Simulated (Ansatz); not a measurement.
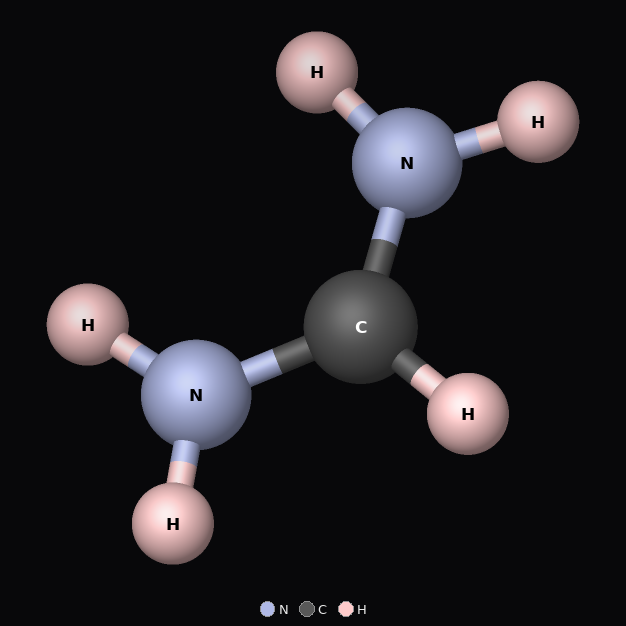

Ball-and-stick drawing of a structure. Every bond is drawn as one stick, whatever its order.

Charge +1, singlet. The geometry was computed by an optimisation with PBE0-D4/def2-TZVP.

Give the formula.

Answer. CH₅N₂⁺, 8 atoms: 1 carbon, 5 hydrogen and 2 nitrogen.

Describe its rings.

Answer. It has no ring.

What is its SMILES?

Answer. NC=[NH2+]

More results for the same structure follow; atom numbers are the same in all pictures, views and colours differ.

Shape

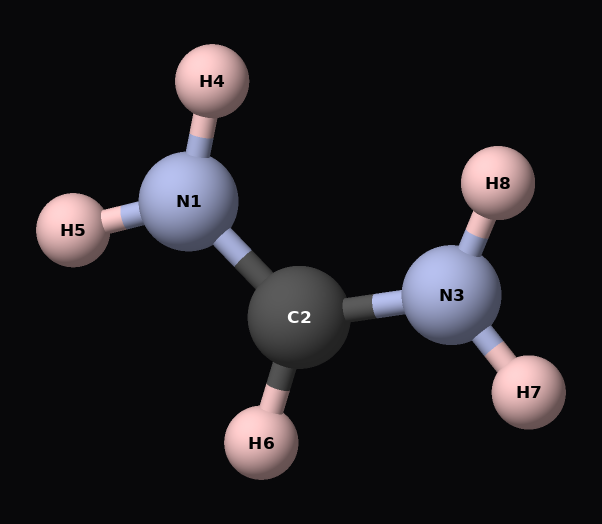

What are the angles N1–C2–N3, N1–C2–H6, C2–N1–H5, C2–N1–H4, H4–N1–H5?

| angle | degrees |
| --- | --- |
| N1–C2–N3 | 125.4 |
| N1–C2–H6 | 117.3 |
| C2–N1–H5 | 119.9 |
| C2–N1–H4 | 123.0 |
| H4–N1–H5 | 117.1 |

Vibrations

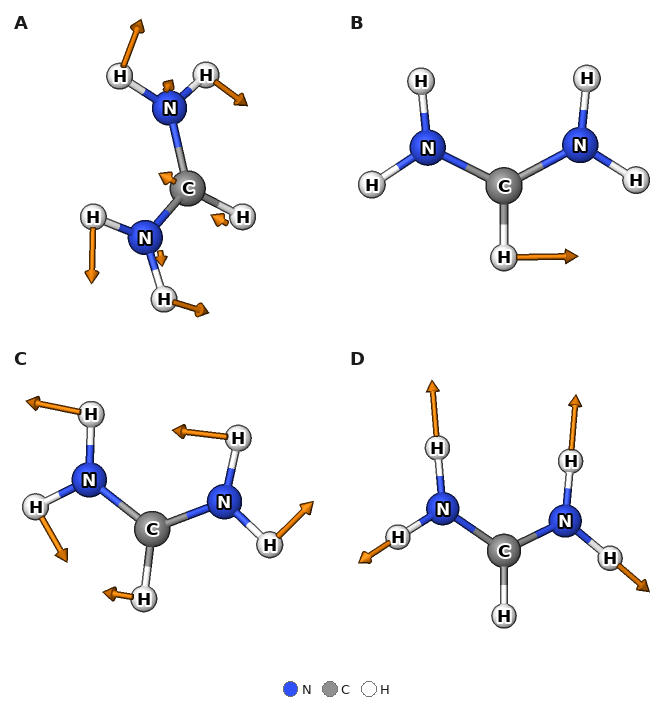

4 normal modes of one molecule or complex, as arrows. Harmonic vibrations computed with RKS PBE0-D4/def2-TZVP (Ansatz 0.2.0) at a stationary point of the same level.

Match the panels to the wavenumbers 520 cm⁻¹, 1038 cm⁻¹, 1387 cm⁻¹, 3583 cm⁻¹.

Answer. A: 520 cm⁻¹
B: 1387 cm⁻¹, H–C–N bending
C: 1038 cm⁻¹, C–N–H bending
D: 3583 cm⁻¹, in-phase stretching of 4 N–H bonds

Thermal motion

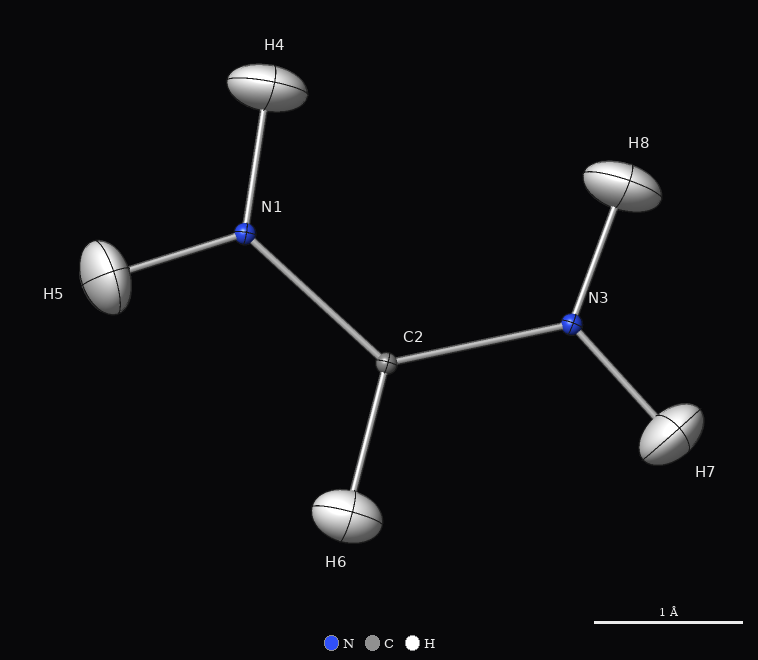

Displacement ellipsoids at the 50 % level, enlarged 1.5 times, from the internal vibrations of the free molecule (harmonic, no overall translation or rotation; no half-axis is drawn under 0.075 Å). Vibrations computed with RKS PBE0-D4/def2-TZVP (Ansatz 0.2.0). Temperature: 0 K (zero-point motion alone).

Give the displacement parameters, one line for each set of equivalent atoms.

```tsv
atom	U_eq (Å²)	rms amplitudes (Å)
N1, N3	0.00052	0.017, 0.022, 0.028
C2	0.00080	0.024, 0.028, 0.032
H4, H8	0.0131	0.068, 0.120, 0.142
H5, H7	0.0139	0.071, 0.112, 0.155
H6	0.0094	0.077, 0.104, 0.107
```

Levels of theory compared

Program: Ansatz 0.2.0.

Compare HOMO energy (eV), HOMO–LUMO gap (eV) at these levels: B97M-V/def2-TZVPP; BHLYP-D4/def2-TZVPP; BLYP-D4/def2-TZVPP; PBE-D4/def2-TZVPP; PBE0-D4/def2-SVP; PBE0-D4/def2-TZVPP; r2SCAN0-D4/def2-TZVPP; revPBE-D4/def2-TZVPP; ωB97M-V/def2-QZVPP; ωB97M-V/def2-TZVPP; ωB97X-V/def2-TZVPP.

```csv
level,HOMO energy (eV),HOMO–LUMO gap (eV)
B97M-V/def2-TZVPP,−13.39,6.47
BHLYP-D4/def2-TZVPP,−15.64,10.70
BLYP-D4/def2-TZVPP,−12.91,5.74
PBE-D4/def2-TZVPP,−13.04,5.76
PBE0-D4/def2-SVP,−14.36,8.33
PBE0-D4/def2-TZVPP,−14.38,8.22
r2SCAN0-D4/def2-TZVPP,−14.58,8.58
revPBE-D4/def2-TZVPP,−12.98,5.79
ωB97M-V/def2-QZVPP,−16.68,12.75
ωB97M-V/def2-TZVPP,−16.67,12.81
ωB97X-V/def2-TZVPP,−16.77,13.01
```

Charges

The questions are on Mulliken charges. Properties computed with RKS B3LYP-D4/def2-TZVPP (Ansatz 0.2.0).

Which atom carries the highest charge (most positive or least negative)?

Answer. H5, H7 (0.24 e).

And the lowest?

Answer. N1, N3 (−0.16 e).

List the Mulliken charges.

| atom | value (e) |
| --- | --- |
| N1 | −0.16 |
| C2 | 0.23 |
| N3 | −0.16 |
| H4 | 0.22 |
| H5 | 0.24 |
| H6 | 0.18 |
| H7 | 0.24 |
| H8 | 0.22 |

Mulliken values depend strongly on the basis set and can even reverse the polarity of a bond.
